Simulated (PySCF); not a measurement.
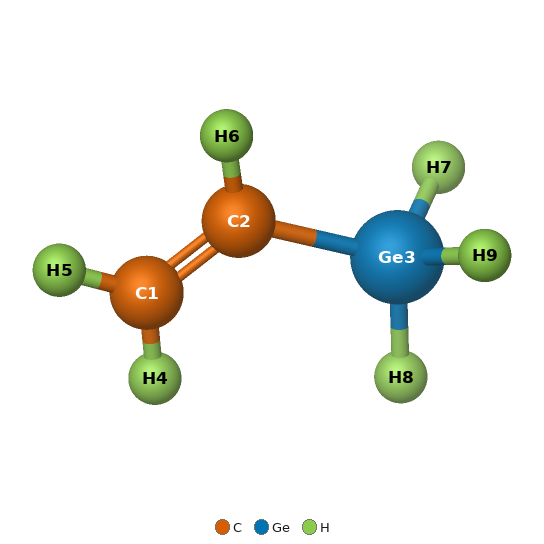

Computed geometry: GFN2-xTB optimisation. No frequency run is at hand to confirm it as a minimum. Method: B3LYP/pcJ-1 (pcSseg-1 on Ge) indirect spin-spin coupling, non-relativistic, gas phase (PySCF 2.14.0). Isotopes: 13C, 1H.

Give the spin–spin coupling constants of these pairs, with the number of bonds between them: C1/H4, C1/C2, C1/H5, C2/H8, H4/H5, H7/H9, C1/H7, H5/H6.

| pair | bonds apart | J (Hz) |
| --- | --- | --- |
| C1, H4 | 1 | 163.3 |
| C1, C2 | 1 | 75.2 |
| C1, H5 | 1 | 165.3 |
| C2, H8 | 2 | 6.5 |
| H4, H5 | 2 | 2.4 |
| H7, H9 | 2 | 2.9 |
| C1, H7 | 3 | 5.0 |
| H5, H6 | 3 | 14.8 |

The geometry is semi-empirical. Around Ge such bond lengths and angles can be off by a tenth of an ångström or more and by several degrees, and values that hang on the shape move with them.
